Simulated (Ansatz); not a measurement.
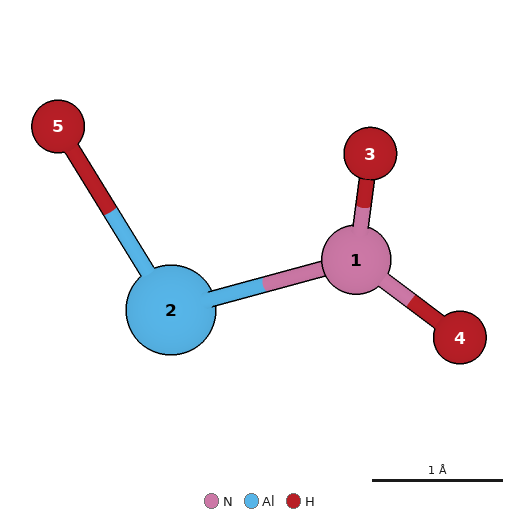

Numbered structure. The species has charge −1 and is a spin singlet. The computed structure is the end point of a PBE0-D4/def2-TZVPD optimisation. No frequency run is at hand to confirm it as a minimum.

List the bonds and their lengths.

| bond | length (Å) |
| --- | --- |
| N1–Al2 | 1.850 |
| N1–H3 | 1.011 |
| N1–H4 | 1.009 |
| Al2–H5 | 1.708 |
